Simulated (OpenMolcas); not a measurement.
**Single-point calculation, with input and output: C$_{2}$H$_{3}$BeN (part 1 of 2)**

System: C$_{2}$H$_{3}$BeN (BeMe(CN)).
Method: CASSCF/cc-pVDZ-DK, DKH2 (OpenMolcas 26.06).

The geometry comes from this level: GFN2-xTB.

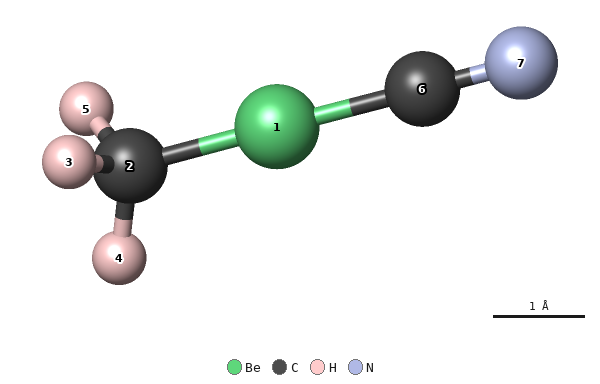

*The structure as given in the input (ball-and-stick view, seen at a tilt; atoms are numbered from 1 in the order of the input). Sticks mark near contacts.*

Bond lengths as drawn: Be–C 1.69 to 1.71 Å, C–H 1.09 Å and C–N 1.15 Å.

The input:
```
* C2H3BeN CASSCF

&GATEWAY
 Coord = mol.xyz
 Basis = cc-pVDZ-DK
 Group = NoSym
 RICD

&SEWARD
 Relativistic = R02E00

&RASSCF
 FileOrb = $CurrDir/step2.RasOrb
 Spin = 1
 Nactel = 10 0 0
 Inactive = 8
 Ras2 = 10
 OrbListing = NoCore
```

File mol.xyz:
```
7

Be     0.009220     0.016580    -0.524630
C     -0.000450    -0.010350     1.189130
H      0.745870     0.633240     1.657160
H      0.185750    -0.996460     1.618410
H     -0.946920     0.303530     1.633210
C      0.001310     0.021390    -2.211620
N      0.005220     0.032070    -3.361650
```

Hardware: 1 thread of Arm Neoverse V1, 24 GiB of memory available, shared host.

Command:
```bash
export MOLCAS_MEM=1860
pymolcas step12.input > step12.log
```

Output:
```
--- Start Module: gateway ---

                                              &GATEWAY

                       available to each process: 1.9 GB of memory, 1 thread

++    Symmetry information:
      ---------------------

                    Character Table for C1

                             E
                    a        1  x, y, xy, Rz, z, xz, Ry, yz, Rx, I
--

++    Basis set information:
      ----------------------

      Basis set label: BE.CC-PVDZ-DK.........

      Electronic valence basis set:
      ------------------
      Associated Effective Charge   4.000000 au
      Associated Actual Charge      4.000000 au
      Nuclear Model: Point charge

      Shell  nPrim  nBasis  Cartesian Spherical Contaminant
         s       9       3        X
         p       4       2        X
         d       1       1                 X

      Basis set label: C.CC-PVDZ-DK.........

      Electronic valence basis set:
      ------------------
      Associated Effective Charge   6.000000 au
      Associated Actual Charge      6.000000 au
      Nuclear Model: Point charge

      Shell  nPrim  nBasis  Cartesian Spherical Contaminant
         s       9       3        X
         p       4       2        X
         d       1       1                 X

      Basis set label: H.CC-PVDZ-DK.........

      Electronic valence basis set:
      ------------------
      Associated Effective Charge   1.000000 au
      Associated Actual Charge      1.000000 au
      Nuclear Model: Point charge

      Shell  nPrim  nBasis  Cartesian Spherical Contaminant
         s       4       2        X
         p       1       1        X

      Basis set label: C.CC-PVDZ-DK.........

      Electronic valence basis set:
      ------------------
      Associated Effective Charge   6.000000 au
      Associated Actual Charge      6.000000 au
      Nuclear Model: Point charge

      Shell  nPrim  nBasis  Cartesian Spherical Contaminant
         s       9       3        X
         p       4       2        X
         d       1       1                 X

      Basis set label: N.CC-PVDZ-DK.........

      Electronic valence basis set:
      ------------------
      Associated Effective Charge   7.000000 au
      Associated Actual Charge      7.000000 au
      Nuclear Model: Point charge

      Shell  nPrim  nBasis  Cartesian Spherical Contaminant
         s       9       3        X
         p       4       2        X
         d       1       1                 X
--

++    Molecular structure info:
      -------------------------

                    ************************************************
                    **** Cartesian Coordinates / bohr, angstrom ****
                    ************************************************

     Center  Label                x              y              z                     x              y              z
        1      BE1              0.017423       0.031332      -0.991407              0.009220       0.016580      -0.524630
        2      C2              -0.000850      -0.019559       2.247130             -0.000450      -0.010350       1.189130
        3      H3               1.409490       1.196650       3.131579              0.745870       0.633240       1.657160
        4      H4               0.351017      -1.883036       3.058352              0.185750      -0.996460       1.618410
        5      H5              -1.789419       0.573589       3.086320             -0.946920       0.303530       1.633210
        6      C6               0.002476       0.040421      -4.179356              0.001310       0.021390      -2.211620
        7      N7               0.009864       0.060604      -6.352598              0.005220       0.032070      -3.361650

                    ***************************************
                    *    InterNuclear Distances / bohr    *
                    ***************************************

               1 BE1           2 C2            3 H3            4 H4            5 H5            6 C6
    1 BE1      0.000000
    2 C2       3.238988        0.000000
    3 H3       4.504978        2.061668        0.000000
    4 H4       4.491841        2.062630        3.257330        0.000000
    5 H5       4.492948        2.062775        3.259337        3.258413        0.000000
    6 C6       3.187997        6.426767        7.534343        7.497038        7.502346        0.000000
    7 N7       5.361276        8.600108        9.653971        9.615617        9.622564        2.173348

               7 N7
    7 N7       0.000000

                    *******************************************
                    *    InterNuclear Distances / angstrom    *
                    *******************************************

               1 BE1           2 C2            3 H3            4 H4            5 H5            6 C6
    1 BE1      0.000000
    2 C2       1.713999        0.000000
    3 H3       2.383932        1.090987        0.000000
    4 H4       2.376980        1.091497        1.723705        0.000000
    5 H5       2.377565        1.091574        1.724767        1.724278        0.000000
    6 C6       1.687015        3.400899        3.987002        3.967262        3.970071        0.000000
    7 N7       2.837065        4.550981        5.108661        5.088365        5.092042        1.150086

               7 N7
    7 N7       0.000000

                    **************************************
                    *    Valence Bond Angles / degree    *
                    **************************************
                          Atom centers                 Phi
                      3 H3       2 C2       4 H4       104.33
                      3 H3       2 C2       5 H5       104.42
                      4 H4       2 C2       5 H5       104.34
--

            Nuclear Potential Energy             66.86507873 au

--- Stop Module: gateway /rc=_RC_ALL_IS_WELL_ ---

--- Start Module: seward ---

                                              &SEWARD

                       available to each process: 1.9 GB of memory, 1 thread

               SEWARD will generate:
                  Multipole Moment integrals up to order  2
                  Kinetic Energy integrals
                  Nuclear Attraction integrals (point charge)
                  One-Electron Hamiltonian integrals
                  Velocity integrals
                  Relativistic Douglas-Kroll-Hess integrals:
                    - Parametrization         : EXP
                    - DKH order of Hamiltonian: 2
                    - DKH order of Properties : 0
                         - multipole moment operators
                         - electric potential operators
                         - contact operators
                  Orbital angular momentum around (  0.0057   0.0253  -2.2328 )
                  Velocity quadrupole around (  0.0057   0.0253  -2.2328 )
                  RI decomposed two-electron repulsion integrals stored Cholesky style
                   - acCD auxiliary basis
                   - CD Threshold:   1.00E-04

                   Integrals are discarded if absolute value <: 1.00E-14
                   Integral cutoff threshold is set to       <: 1.00E-16

            Nuclear Potential Energy             66.86507873 au

      Basis set specifications :
      Symmetry species         a
      Basis functions           71

--- Stop Module: seward /rc=_RC_ALL_IS_WELL_ ---

--- Start Module: rasscf ---

                                              &RASSCF

                       available to each process: 1.9 GB of memory, 1 thread

      Header of the ONEINT file:
      --------------------------

      OrdInt status: non-squared

      Cartesian coordinates in angstrom:
      -----------------------------------------------------
      No.  Label        X            Y            Z
      -----------------------------------------------------
       1   BE1        0.00922000   0.01658000  -0.52463000
       2   C2        -0.00045000  -0.01035000   1.18913000
       3   H3         0.74587000   0.63324000   1.65716000
       4   H4         0.18575000  -0.99646000   1.61841000
       5   H5        -0.94692000   0.30353000   1.63321000
       6   C6         0.00131000   0.02139000  -2.21162000
       7   N7         0.00522000   0.03207000  -3.36165000
      -----------------------------------------------------
      Nuclear repulsion energy =   66.86507873

++    Wave function specifications:
      -----------------------------

      Number of closed shell electrons          16
      Number of electrons in active shells      10
      Max number of holes in RAS1 space          0
      Max nr of electrons in RAS3 space          0
      Number of inactive orbitals                8
      Number of active orbitals                 10
      Number of secondary orbitals              53
      Spin quantum number                      0.0
      State symmetry                             1
--

++    Orbital specifications:
      -----------------------

      Symmetry species                           1
                                                 a
      Frozen orbitals                            0
      Inactive orbitals                          8
      Active orbitals                           10
      RAS1 orbitals                              0
      RAS2 orbitals                             10
      RAS3 orbitals                              0
      Secondary orbitals                        53
      Deleted orbitals                           0
      Number of basis functions                 71
--

++    CI expansion specifications:
      ----------------------------

      Number of CSFs                         19404
      Number of spin combinations            31878
      Number of determinants                 63504
      Number of root(s) required                 1
      Root chosen for geometry opt.              1
      CI root used                               1

      highest root included in the CI            1
      max. size of the explicit Hamiltonian    200
--

++    Optimization specifications:
      ----------------------------

      RASSCF algorithm: LK RI/DF
      Maximum number of macro iterations       200
      Maximum number of SX iterations          100
      Threshold for RASSCF energy            1.000E-08
      Threshold for max MO rotation          1.000E-01
      Threshold for max BLB element          1.000E-04
      Level shift parameter                  5.000E-01
      Make Quasi-Newton update
--

      The MO-coefficients are taken from the file:
      step2.RasOrb
      Title: RASSCF average (pseudo-natural) orbitals

      Total molecular charge    0.00

      ************************************************************************************************************************
      *                                            Wave function control section                                             *
      ************************************************************************************************************************

                                         RASSCF iterations: Energy and convergence statistics
                                         ----------------------------------------------------

          iter iter root      energy       change     param      element    value   shift minimum  type update hh:mm:ss
 Nr of preliminary CI iterations:   6
        1   1    6    1  -146.80867486    0.00E+00  -1.79E-04   13  33 1  1.50E-05   0.00   0.00    SX    NO    0:00:00
        2   1    5    1  -146.80867490   -3.11E-08*  1.12E-04   13  27 1 -9.84E-06   0.00   0.00    SX    NO    0:00:00
        3   1    5    1  -146.80867490   -6.71E-09   7.67E-05   13  20 1  3.92E-06   0.00   0.00    SX    NO    0:00:00
        4   6    5    1  -146.80867594   -1.04E-06* -1.42E-04   13  65 1  1.10E-05   0.00   0.00    SX    NO    0:00:00
        5   3    5    1  -146.80867596   -1.74E-08* -1.06E-04   13  27 1  8.05E-06   0.00   1.55    QN   YES    0:00:00
        6   2    5    1  -146.80867597   -4.56E-09   5.35E-05    8  39 1 -4.82E-06   0.00   1.09    QN   YES    0:00:00
      Convergence after  6 iterations
        7   1    5    1  -146.80867597   -6.58E-10   5.35E-05    6  41 1 -1.79E-06   0.00   1.09    QN   YES    0:00:00

      ************************************************************************************************************************
                                                      Wave function printout:
                       occupation of active orbitals, and spin coupling of open shells (u,d: Spin up or down)
      ************************************************************************************************************************

      Note: transformation to natural orbitals
      has been made, which may change the order of the CSFs.

      printout of CI-coefficients larger than  0.05 for root  1
      energy=    -146.808676
      conf/sym  1111111111     Coeff  Weight
             1  2222200000   0.95832 0.91838
           102  2220220000  -0.12124 0.01470
           118  22ud2ud000  -0.10545 0.01112
           164  2202202000  -0.12125 0.01470
           221  2022200002  -0.05619 0.00316
           292  22uu2dd000  -0.08469 0.00717

      Natural orbitals and occupation numbers for root  1
      sym 1:   1.983384   1.981066   1.941248   1.941259   1.982494   0.058611   0.058622   0.017990   0.016289   0.019037

      ************************************************************************************************************************
      *                                                    Final results                                                     *
      ************************************************************************************************************************

++    Final optimization conditions:
      ------------------------------

      Average CI energy                            -146.80867597
      RASSCF energy for state  1                   -146.80867597
      Super-CI energy                                -0.00000000
      RASSCF energy change                            0.00000000
      Max change in MO coefficients              -1.036E-04
      Max non-diagonal density matrix element     5.355E-05
      Maximum BLB matrix element                 -1.790E-06
      (orbital pair   6,  41 in symmetry   1)
      Norm of electronic gradient            7.275E-06
--

      Final state energy(ies):
      ------------------------

::    RASSCF root number  1 Total energy:   -146.80867597

++    Molecular orbitals:
      -------------------

      Pseudonatural active orbitals and approximate occupation numbers

      Molecular orbitals for symmetry species 1: a

      Orbital                 1         2         3         4         5         6         7         8         9        10
      Energy           -15.5533  -11.2175  -11.2044   -4.7056   -0.8370   -0.7994   -0.6609   -0.5419   -0.8211   -0.5404
      Occ. No.           2.0000    2.0000    2.0000    2.0000    2.0000    2.0000    2.0000    2.0000    1.9834    1.9811
```
